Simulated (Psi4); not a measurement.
# HSE06/6-311+G(d,p) run of [SiNH2F2]− (SMILES N[Si-](F)F)

What is the energy change on altering one bond length of [SiNH2F2]− at HSE06/6-311+G**? 

The calculation is run with Psi4 1.11.

### Step 1. The structure to begin with

[SiNH2F2]−: 6 atoms, total charge -1, spin state singlet. SMILES: `N[Si-](F)F`. The coordinates come from a GFN2-xTB relaxation. This is one conformer, not always the lowest.

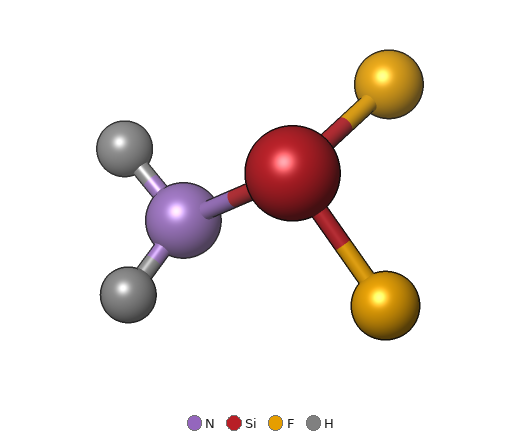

The structure, seen from a chosen angle (nitrogen purple, silicon red, fluorine amber, hydrogen grey).

### Step 2. Energy and forces at HSE06/6-311+G(d,p)

Input file f2h2nsi.inp:

```
memory 1600 mb

molecule m {
  -1 1
  N     -0.266510     0.819350     0.078260
  Si     0.644640    -0.685540    -0.340940
  F      0.596070    -1.356640     1.225280
  F     -0.706840    -1.563700    -0.897650
  H      0.267330     1.437590     0.678000
  H     -0.534690     1.348950    -0.742950
  symmetry c1
}

set {
  basis                6-311+G**
  puream               true
  e_convergence        1e-09
  d_convergence        1e-08
  scf_type             pk
  dft_radial_points    99
  dft_spherical_points 590
}

result, w = gradient("hse06", return_wfn=True)
oeprop(w, "MAYER_INDICES", "LOWDIN_CHARGES", "DIPOLE", title="HSE06")
```

Launch:

```console
$ psi4 -i f2h2nsi.inp -o f2h2nsi.out -n 1
```

f2h2nsi.out:

```text
[...]
  Running in c1 symmetry.
[...]
  Nuclear repulsion =  169.429560686689285
[...]
  Multiplicity = 1
[...]
  Nalpha       = 21
  Nbeta        = 21
[...]
    Number of basis functions: 108
[...]
   @RKS iter   1:  -544.59632669027940   -3.95826e-01   9.99791e-03 DIIS/ADIIS
[...]
   @RKS iter  13:  -545.04987808597036   -6.82121e-13   1.72627e-09 DIIS
[...]
    Orbital Energies [Eh]
    ---------------------
    Doubly Occupied:
       1A    -66.060868     2A    -24.508563     3A    -24.507595
       4A    -14.155372     5A     -5.131926     6A     -3.468277
       7A     -3.466378     8A     -3.461963     9A     -0.966428
      10A     -0.947308    11A     -0.667298    12A     -0.333494
      13A     -0.301540    14A     -0.244807    15A     -0.242712
      16A     -0.221841    17A     -0.188785    18A     -0.179108
      19A     -0.175173    20A     -0.100433    21A     -0.000365
[...]
  @RKS Final Energy:  -545.04987808597036
   => Energetics <=
    Nuclear Repulsion Energy =            169.4295606866892854
    One-Electron Energy =               -1102.9910571549535234
    Two-Electron Energy =                 426.6151385401962557
    DFT Exchange-Correlation Energy =     -38.1035201579022953
    Empirical Dispersion Energy =           0.0000000000000000
    VV10 Nonlocal Energy =                  0.0000000000000000
    Total Energy =                       -545.0498780859703629
[...]
  -Total Gradient:
     Atom            X                  Y                   Z
    ------   -----------------  -----------------  -----------------
       1        0.002212819898    -0.001192553612    -0.001175187554
       2        0.006028660264     0.009245071295    -0.004002134166
       3       -0.005810884053    -0.002940625318    -0.001504258167
       4       -0.001427779339    -0.001986416044     0.006081683309
       5       -0.000816715787    -0.001564632104    -0.000482940330
       6       -0.000181463279    -0.001547986622     0.001073354357
[...]
 Multipole Moments:
 ------------------------------------------------------------------------------------
     Multipole            Electronic (a.u.)      Nuclear  (a.u.)        Total (a.u.)
 ------------------------------------------------------------------------------------
 L = 1.  Multiply by 2.5417464519 to convert [e a0] to [Debye]
 Dipole X            :         -0.0017741           -0.1323554           -0.1341295
 Dipole Y            :         -4.6111648            5.3551344            0.7439696
 Dipole Z            :          0.4229295           -0.3774215            0.0455079
 Magnitude           :                                                    0.7573324
[...]
```

Wall time 30 s (1 thread of Intel Xeon 6975P-C (Granite Rapids), shared host); peak memory 0.71 GiB.

### Step 3. The distorted shape, same level

Input file f2h2nsi.py:

```python
import psi4

psi4.set_memory(1600000000)
psi4.set_num_threads(1)
psi4.set_output_file('run.log', False)

geom = psi4.geometry("""
-1 1
N     -0.39349011     3.07018323    -3.40378792
Si     1.32833385     0.22635328    -4.19596112
F      1.12640905    -2.56367805     2.31544363
F     -1.22559322    -1.43312861    -5.24799055
H      0.61532128     4.23848751    -2.27044358
H     -0.90027686     4.07098219    -4.95564991
units au
symmetry c1
""")

options = {'puream': True, 'e_convergence': 1e-09, 'd_convergence': 1e-08, 'scf_type': 'pk', 'dft_radial_points': 99, 'dft_spherical_points': 590}
psi4.set_options(options)

e_tot, wfn = psi4.gradient("hse06/6-311+G**", molecule=geom, return_wfn=True)
psi4.oeprop(wfn, "LOWDIN_CHARGES", "MULLIKEN_CHARGES", "WIBERG_LOWDIN_INDICES", title="HSE06")
print('gradient / Eh bohr^-1')
print(e_tot.np.round(6))
print(f'energy = {wfn.energy():.10f} Eh')
for k, v in sorted(psi4.core.scalar_variables().items()):
    print(f'{k:45s} {v:18.10f}')
```

Launch:

```console
$ python f2h2nsi.py
```

run.log (excerpt; [...] marks lines left out):

```text
[...]
  Running in c1 symmetry.
[...]
  Nuclear repulsion =  134.970120889190042
[...]
  Multiplicity = 1
[...]
  Nalpha       = 21
  Nbeta        = 21
[...]
    Number of basis functions: 108
[...]
   @RKS iter   1:  -544.41879703943869   -5.68791e-01   1.08682e-02 ADIIS/DIIS
[...]
   @RKS iter  16:  -544.94522000666677   -1.35287e-11   2.66639e-09 DIIS
[...]
  @RKS Final Energy:  -544.94522000666677
   => Energetics <=
    Nuclear Repulsion Energy =            134.9701208891900421
    One-Electron Energy =               -1033.0818255314861744
    Two-Electron Energy =                 391.1785471398836194
    DFT Exchange-Correlation Energy =     -38.0120625042543097
    Empirical Dispersion Energy =           0.0000000000000000
    VV10 Nonlocal Energy =                  0.0000000000000000
    Total Energy =                       -544.9452200066667729
[...]
 Multipole Moments:
 ------------------------------------------------------------------------------------
     Multipole            Electronic (a.u.)      Nuclear  (a.u.)        Total (a.u.)
 ------------------------------------------------------------------------------------
 L = 1.  Multiply by 2.5417464519 to convert [e a0] to [Debye]
 Dipole X            :          0.0787966           -0.0772767            0.0015199
 Dipole Y            :         -3.4061586            6.1161673            2.7100087
 Dipole Z            :         -1.8924211           -2.1535286           -4.0459496
 Magnitude           :                                                    4.8696877
[...]
  -Total Gradient:
     Atom            X                  Y                   Z
    ------   -----------------  -----------------  -----------------
       1       -0.019716625873     0.014263060169     0.007187509816
       2        0.031653931749     0.004381355036    -0.012840908002
       3       -0.001506283014    -0.004458527743     0.007328164098
       4       -0.018672676145    -0.012779728864    -0.000201940266
       5       -0.000324761927    -0.000891459827    -0.001900271212
       6        0.008574820401    -0.000492499922     0.000430118964
[...]
  Mulliken Charges: (a.u.)
   Center  Symbol    Alpha    Beta     Spin     Total
       1     N     3.84339  3.84339  0.00000 -0.68679
       2    SI     6.76254  6.76254  0.00000  0.47492
       3     F     4.94470  4.94470  0.00000 -0.88940
[...]
```

The script printed:

```text
gradient / Eh bohr^-1
[[-0.019717  0.014263  0.007188]
 [ 0.031654  0.004381 -0.012841]
 [-0.001506 -0.004459  0.007328]
 [-0.018673 -0.01278  -0.000202]
 [-0.000325 -0.000891 -0.0019  ]
 [ 0.008575 -0.000492  0.00043 ]]
energy = -544.9452200067 Eh
CURRENT ENERGY                                   -544.9452200067
CURRENT REFERENCE ENERGY                         -544.9452200067
DD SOLVATION ENERGY                                 0.0000000000
DFT FUNCTIONAL TOTAL ENERGY                      -544.9452200067
DFT TOTAL ENERGY                                 -544.9452200067
DFT VV10 ENERGY                                     0.0000000000
DFT XC ENERGY                                     -38.0120625043
GRID ELECTRONS ALPHA                               21.0000005866
GRID ELECTRONS BETA                                21.0000005866
GRID ELECTRONS TOTAL                               42.0000011732
NUCLEAR REPULSION ENERGY                          134.9701208892
ONE-ELECTRON ENERGY                             -1033.0818255315
PCM POLARIZATION ENERGY                             0.0000000000
PE ENERGY                                           0.0000000000
SCF ITERATION ENERGY                             -544.9452200067
SCF ITERATIONS                                     16.0000000000
SCF TOTAL ENERGY                                 -544.9452200067
TWO-ELECTRON ENERGY                               391.1785471399
XC GRID RADIAL POINTS                              99.0000000000
XC GRID SPHERICAL POINTS                          590.0000000000
XC GRID TOTAL POINTS                           340291.0000000000
```

Run time: 33 s. Hardware: 1 thread of Intel Xeon 6975P-C (Granite Rapids), shared host; peak memory 0.71 GiB.

### Step 4. Outcome

At HSE06/6-311+G**:

| quantity | value |
| --- | --- |
| first shape: total energy | -545.04988 Eh |
| first shape: HOMO energy | -0.01 eV |
| first shape: LUMO energy | 3.57 eV |
| first shape: HOMO–LUMO gap (to an unbound level, set by the basis) | 3.58 eV |
| first shape: largest force on an atom | 0.604 eV/Å |
| distorted shape: total energy | -544.94522 Eh |
| distorted shape: HOMO energy | -0.55 eV |
| distorted shape: LUMO energy | 1.28 eV |
| distorted shape: HOMO–LUMO gap (to an unbound level, set by the basis) | 1.84 eV |
| distorted shape: largest force on an atom | 1.771 eV/Å |
| energy change with the Si2–F3 bond stretched from 1.705 to 3.750 Å | 2.848 eV |

What this shows: With the Si2–F3 bond stretched from 1.705 to 3.750 Å the energy rises by 2.85 eV (275 kJ/mol). The first shape isn't relaxed at this level, so the change isn't measured from a minimum. The largest force (first shape) is 0.60 eV/Å: the shape isn't a stationary point for this species at this level.
